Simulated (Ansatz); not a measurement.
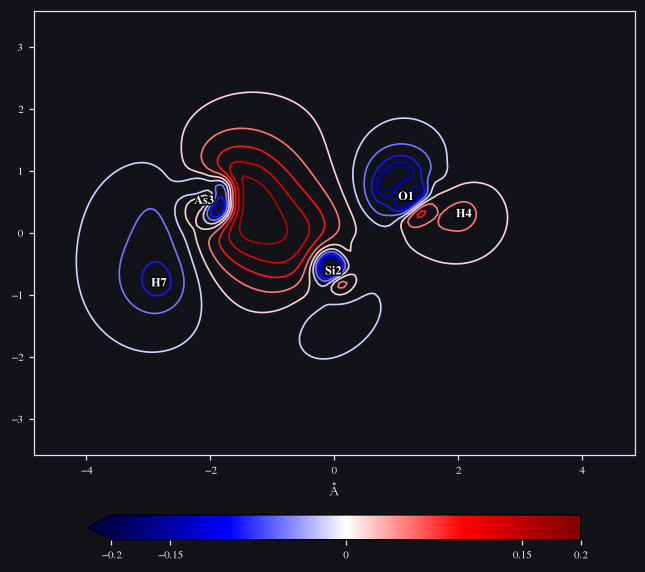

AsH$_{5}$OSi (SMILES O[SiH2][AsH2]). The HOMO−1 on the plane of atoms Si2, O1 and H4 (values in Å⁻³ᐟ²; the overall sign is arbitrary).

The calculation used RKS B3LYP/def2-SVP in Ansatz 0.2.0.

Input file:

```
crystal:
  periodic: [false, false, false]
  atoms:
    - { symbol: O, position_ang: [-1.8044, 0.1571, -0.2907] }
    - { symbol: Si, position_ang: [-0.174, 0.5005, -0.1525] }
    - { symbol: As, position_ang: [0.7257, -1.0262, 1.3101] }
    - { symbol: H, position_ang: [-2.0975, 0.8964, -0.9476] }
    - { symbol: H, position_ang: [0.4759, 0.3584, -1.4841] }
    - { symbol: H, position_ang: [0.0419, 1.8817, 0.358] }
    - { symbol: H, position_ang: [2.2376, -0.6577, 0.8802] }
    - { symbol: H, position_ang: [0.687, -2.1673, 0.2708] }
basis:
  gaussian: { orbitals: def2-SVP }
hamiltonian:
  xc: b3lyp
relax:
  f_tol: 0.015
  max_steps: 40
output:
  orbitals: {}
```

Launched as:

```sh
ansatz run input.yaml --threads 1 --pin off --max-ram 2048MiB --backend cpu --events-out ev --progress --plain --runs-dir out
```

The fields are those of the relaxed geometry.

Describe this orbital and give its energy.

By Hirshfeld shares it lies mainly on O1 (about 35 %), Si2 (about 20 %), H6 (about 20 %), As3 (about 10 %) and H5 (about 10 %). Its energy is −8.22 eV.
